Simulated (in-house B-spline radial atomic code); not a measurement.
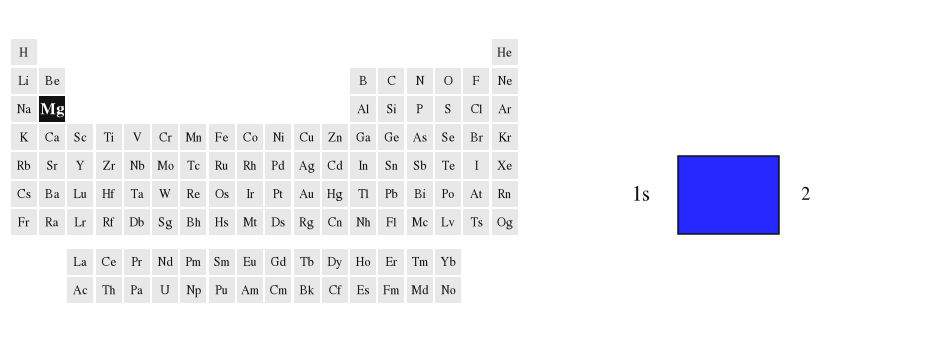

*Left, the place of magnesium in the periodic table; right, the outer shells of the closed core: a box for each of the 2l + 1 orbitals, shaded by the share of the shell that is filled, with the electron count at the right.*

# Run report: Mg⁸⁺, many-body perturbation calculation

- system: Mg⁸⁺, core 1s2.
- method: configuration interaction of two valence electrons with many-body perturbation theory for the core (screened one- and two-electron correlation potentials), Breit and QED, no-pair Dirac, B-spline basis (in-house B-spline radial atomic code)

## Input file
```
basis_form = 3
Z = 12
core_configuration = 1s2
rms_radius = 3.057
mass_number = 24
speed_of_light = 137.035999084
box_radius = 9.0
lmax = 6
intervals = 63
virtual_cutoff = 300.0
```

Hardware: 1 CPU thread, shared host.

Launched within a batch (the task file carries these settings):
```bash
python <driver script> task.json out
```

The program writes its results to a structured record and prints no log; tables and figures of this report are taken from that record.

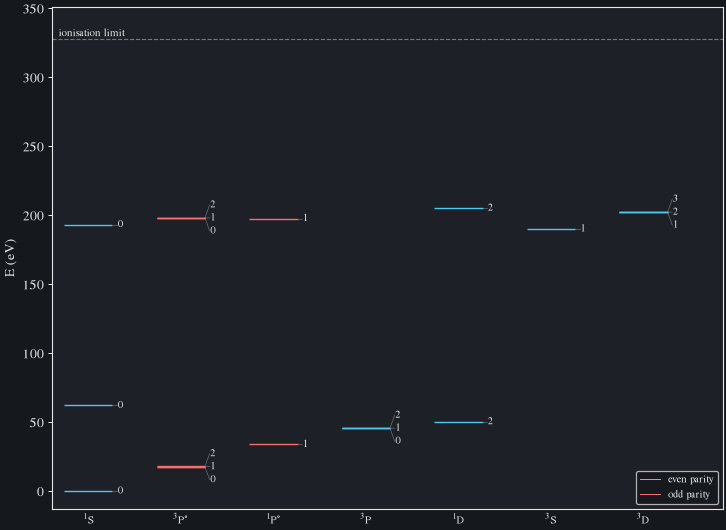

*Levels of Mg⁸⁺ (magnesium, Z = 12), two electrons outside the core 1s². CI+MBPT: configuration interaction in the frozen-core Dirac–Hartree–Fock potential with screened core-valence correlation, Breit and QED terms; computed with a B-spline radial code.*

The lowest level is 2s² ¹S₀. The first excited level, 2s 2p ³P°₀, lies at 17.4 eV. It is also the lowest level of opposite parity. The ionisation energy is 328.0 eV, against 328.0 eV from CI without core-valence correlation and a semi-empirical value of 328.0 eV.

| Level | E (eV) |
| --- | --- |
| 2s² ¹S₀ | 0 |
| 2s 2p ³P°₀ | 17.41 |
| 2s 2p ³P°₁ | 17.55 |
| 2s 2p ³P°₂ | 17.85 |
| 2s 2p ¹P°₁ | 33.70 |
| 2p² ³P₀ | 45.35 |
| 2p² ³P₁ | 45.50 |
| 2p² ³P₂ | 45.77 |
| 2p² ¹D₂ | 50.22 |
| 2p² ¹S₀ | 61.98 |
| 2s 3s ³S₁ | 190.0 |
| 2s 3s ¹S₀ | 193.2 |
| 2s 3p ¹P°₁ | 197.6 |
| 2s 3p ³P°₀ | 198.0 |
| 2s 3p ³P°₁ | 198.0 |
| 2s 3p ³P°₂ | 198.1 |

## Key numbers

| quantity | value |
| --- | --- |
| outcome | converged |
| wall time | 2.2 min |
